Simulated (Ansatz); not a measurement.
**Zn8S7Cl2: a changed input and its effect**

System: Zn8S7Cl2 (Zn8S7 wurtzite off disc).
Method of run A: RHF/def2-TZVP (Ansatz 0.2.0).

The geometry comes from this level: r2SCAN-D4/def2-SVP. Text and figures count atoms from 1; the logs count them from 0 in places.

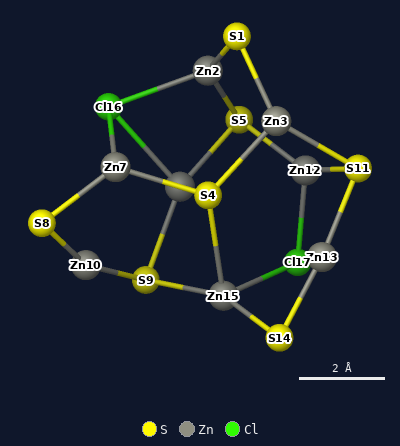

Figure 1. The structure as given in the input (ball-and-stick view, seen on its broad side; atoms are numbered from 1 in the order of the input). Sticks mark near contacts.

### The input, run A
```yaml
crystal:
  periodic: [false, false, false]
  atoms:
    - {symbol: S, position_ang: [-0.292967, -3.356834, -2.100846]}
    - {symbol: Zn, position_ang: [-0.503118, -2.860908, 0.021224]}
    - {symbol: Zn, position_ang: [0.926777, -1.530204, -1.936406]}
    - {symbol: S, position_ang: [-0.283690, 0.285036, -0.907792]}
    - {symbol: S, position_ang: [0.719635, -2.192175, 1.854796]}
    - {symbol: Zn, position_ang: [-0.553493, -0.294011, 1.467746]}
    - {symbol: Zn, position_ang: [-2.558487, -0.035287, -0.856430]}
    - {symbol: S, position_ang: [-4.104078, 1.541946, -0.670359]}
    - {symbol: S, position_ang: [-0.945746, 1.895937, 2.234284]}
    - {symbol: Zn, position_ang: [-2.662299, 2.059497, 0.842451]}
    - {symbol: S, position_ang: [3.092467, -0.814386, -1.488070]}
    - {symbol: Zn, position_ang: [2.228910, -0.998011, 0.637856]}
    - {symbol: Zn, position_ang: [2.550095, 1.376715, -1.237143]}
    - {symbol: S, position_ang: [1.831781, 3.402372, -0.967851]}
    - {symbol: Zn, position_ang: [0.646739, 2.309993, 0.561925]}
    - {symbol: Cl, position_ang: [-2.610580, -1.780145, 0.804256]}
    - {symbol: Cl, position_ang: [2.518055, 0.990456, 1.740359]}
basis:
  gaussian: {orbitals: def2-TZVP, fitting: {mean_field: def2-universal-jkfit}, initial_orbitals: start.molden}
hamiltonian: {xc: hf}
scf: {omitted_lower_state_checks: [starts]}
output: {orbitals: {seedname: orbitals}}
```

Command:
```bash
ansatz run in.yaml --threads 2 --pin off --events-out ev --progress --plain --max-ram 32768MiB --backend cuda --devices 0, --max-vram 18GiB
```

Hardware: 2 CPU threads, shared host.

### Output (run A)
```
Functional definition: HF
  exchange = exact_x
  correlation = 0
these checks for a lower state are left out or cut short: starts
3264 factors; integrals over basis functions are off by at most 3.1e-1 eV
mean field evaluation 1: about -487756.7931 eV, gradient 9.0e1 eV
mean field evaluation 2: about -487762.7730 eV, gradient 6.9e0 eV
mean field evaluation 4: about -487763.0754 eV, gradient 6.8e-4 eV
mean field -487763.07538080 eV, -17924.9624025573 hartree, gradient 9.8e-6 eV, S^2 0.000000; 0 other end points of the search recorded, 0 dependent functions left out
reference -487763.07538080 eV, -17924.9624025573 hartree; 193, 193 occupied and 524, 524 virtual orbitals, 3264 factors
Total energy: -487763.07538080 eV, -17924.9624025573 hartree
Checks for a lower state left out: starts
```

The input of run B differs as follows (lines with − go, lines with + come):
```diff
-  gaussian: {orbitals: def2-TZVP, fitting: {mean_field: def2-universal-jkfit}, initial_orbitals: start.molden}
+  gaussian: {orbitals: 6-31G}
```

What does this change do to the results?

The total energies belong to different models, so their difference says nothing on which is more stable or more accurate. The HOMO goes from −9.21 to −9.61 eV. The LUMO goes from 0.28 to −0.17 eV. The basis functions go from 717 to 333.

### Output (run B)
```
Functional definition: HF
  exchange = exact_x
  correlation = 0
these checks for a lower state are left out or cut short: starts
3556 factors; integrals over basis functions are off by at most 1.3e-4 eV
mean field evaluation 1: about -487672.6767 eV, gradient 5.0e1 eV
mean field evaluation 2: about -487674.6414 eV, gradient 5.1e1 eV
mean field evaluation 4: about -487683.6322 eV, gradient 6.7e0 eV
mean field evaluation 8: about -487683.7700 eV, gradient 4.8e-1 eV
mean field -487683.77124016 eV, -17922.0480291431 hartree, gradient 5.0e-5 eV, S^2 0.000000; 0 other end points of the search recorded, 0 dependent functions left out
reference -487683.77124016 eV, -17922.0480291431 hartree; 193, 193 occupied and 156, 156 virtual orbitals, 3556 factors
Total energy: -487683.77124016 eV, -17922.0480291431 hartree
Checks for a lower state left out: starts
```

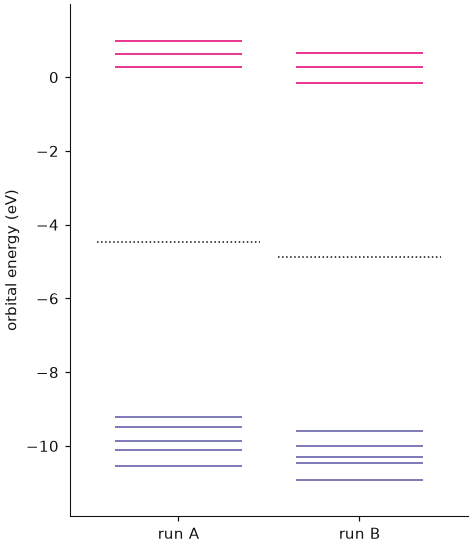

Figure 2. The five highest filled and three lowest empty orbital energies of the two runs; the dotted lines part filled from empty levels. The HOMO–LUMO gap is 9.49 eV in run A and 9.44 eV in run B.

### The two runs side by side

```tsv
quantity	run A	run B
outcome	converged	converged
total energy (hartree)	−17924.962403	−17922.048029
HOMO (eV)	−9.21	−9.61
LUMO (eV)	0.28	−0.17
basis functions	717	333
wall time (shared host)	15 s	8.5 s
```
